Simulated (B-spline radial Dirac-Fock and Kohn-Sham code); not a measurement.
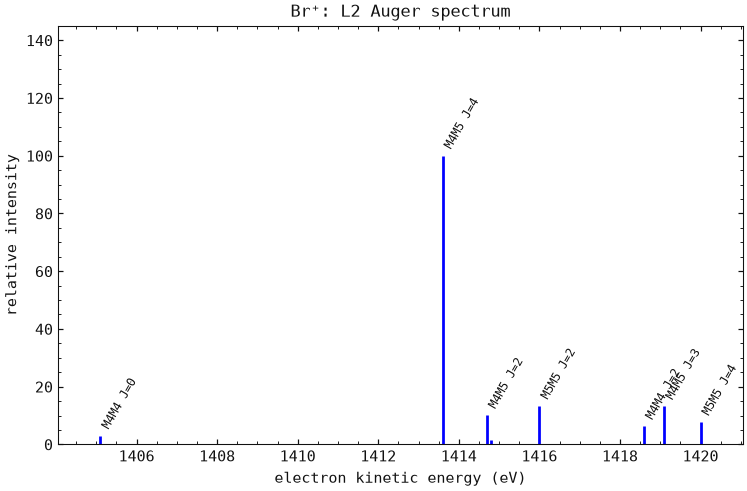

**Figure.** The Auger multiplet of an L2 hole with both final holes in M45, lines labelled by the leading pair of holes and J, as sticks. Kinetic energies count from the vacuum level; very weak lines are left out. Lines are named by their largest jj component, which in light atoms can differ from the customary names. It refers to bromine in charge state +1 (Br⁺), configuration [Ar] 3d10 4s2 4p4, inside a Watson sphere of charge −1 and radius 3 Å that stands in for a crystal. Level of theory: Dirac–Fock ΔSCF energies in intermediate coupling of the two holes, Coulomb rates, valence shells as spectators; calculated with a B-spline radial atomic code.

The strongest line is L2-M4M5 J=4 at 1.4136 keV (64 % of the multiplet), followed by L2-M5M5 J=2 at 1.4160 keV (8.5 %), L2-M4M5 J=3 at 1.4191 keV (8.5 %), L2-M4M5 J=2 at 1.4147 keV (6.5 %). The lines shown span 1.405 keV to 1.420 keV.
